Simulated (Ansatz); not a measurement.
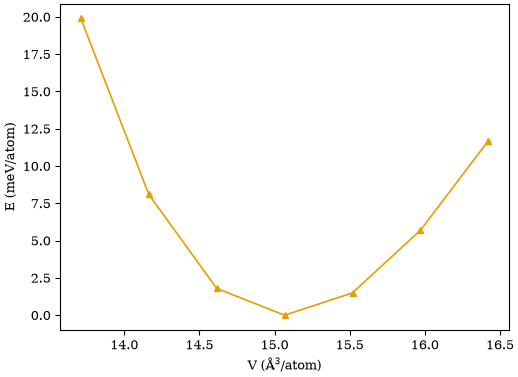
TeO₂ in space group P4_12_12 (No. 92; Te on 4a, O on 8b) under volume change, r²SCAN (plane waves, PAW; program Ansatz), shape and atoms relaxed at each volume.

### Question
What does a third-order Birch–Murnaghan fit give for V₀, B₀ and B′?

### Answer
V₀ = 15.07 Å³/atom, B₀ = 39.5 GPa, B′ = 7.8.

The workflow started from a Materials Project entry (that database holds measured and hypothetical structures alike); the Crystallography Open Database files this formula in space group No. 92, but the cells were not matched. Its standing as an ambient phase is unchecked. Symmetry was held in the r²SCAN relaxation; whether a distortion lowers the energy is not shown. Scalar-relativistic: spin–orbit coupling is off unless named, which matters more the heavier the elements.

Potentials: the later of the program's two PAW sets.
